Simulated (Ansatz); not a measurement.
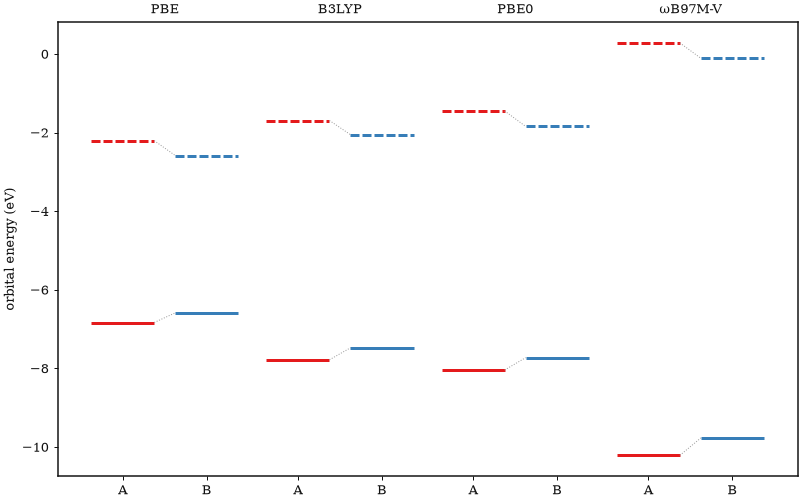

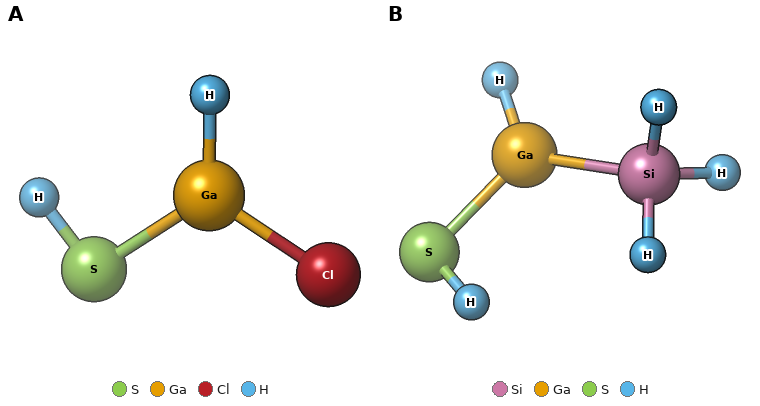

One change: A, GaH₂SCl (SMILES [SH][GaH][Cl]), becomes B, GaSiH₅S (SMILES [SiH3][GaH][SH]). Cl on Ga is replaced by SiH₃. HOMO (solid) and LUMO (dashed) computed in def2-TZVPP at PBE0-D4/def2-TZVP geometries, both minima by their frequencies, gas phase, the Ansatz code. Empty levels above zero depend strongly on the basis.

**What does the change do to HOMO and LUMO?**

PBE: the HOMO rises by 0.25 eV, the LUMO falls by 0.38 eV, and the separation goes from 4.63 to 4.00 eV. B3LYP: the HOMO rises by 0.31 eV, the LUMO falls by 0.36 eV, and the separation goes from 6.09 to 5.42 eV. PBE0: the HOMO rises by 0.31 eV, the LUMO falls by 0.39 eV, and the separation goes from 6.59 to 5.88 eV. ωB97M-V: the HOMO rises by 0.45 eV, the LUMO falls by 0.39 eV, and the separation goes from 10.50 to 9.66 eV.

**Do the functionals agree on the effect?**

They agree on the direction for both levels; the HOMO shift lies between 0.25 and 0.45 eV and the LUMO shift between −0.39 and −0.36 eV, while the separations themselves differ by up to 5.9 eV between functionals.
